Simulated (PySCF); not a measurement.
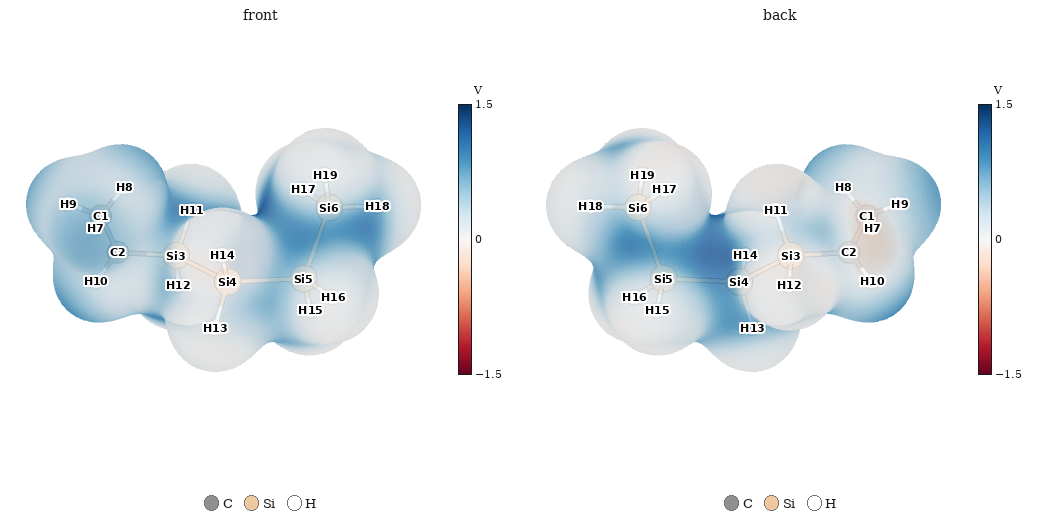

The picture shows: C$_{2}$H$_{13}$Si$_{4}$ (doublet). The molecular electrostatic potential painted on the density surface at 0.002 e/bohr³, seen from the front and from behind; the colour scale runs from red (negative) to blue (positive).

Geometry: GFN2-xTB.

Computed with UKS B3LYP, pcH-1 on C H Si, non-relativistic, mean-field spin-orbit, GIAO in PySCF 2.14.0, density-fitted response routines.

```xyz
19

C    -3.2723    0.9544    0.9009
C    -2.8835    0.1683   -0.2958
Si   -1.1816    0.0943   -0.9571
Si    0.2426   -1.3089    0.2673
Si    2.4750   -1.2428   -0.3900
Si    3.4589    0.8494   -0.3432
H    -3.4788    0.3012    1.7550
H    -2.4931    1.6567    1.1873
H    -4.1924    1.5127    0.7093
H    -3.6328   -0.5350   -0.6348
H    -0.5838    1.4398   -0.9224
H    -1.2210   -0.3580   -2.3538
H    -0.2846   -2.6841    0.2633
H     0.1591   -0.9434    1.6939
H     2.5745   -1.7938   -1.7532
H     3.2727   -2.1934    0.4035
H     2.7396    1.7896   -1.2070
H     4.8560    0.8776   -0.7824
H     3.4358    1.4246    1.0047
```

### Describe the electrostatic potential map.

The most negative region (about −0.2 V) lies over the π face of C2, the most positive (about +1.2 V, or +28 kcal/mol for a unit charge) over Si3, Si4, Si5 and Si6.
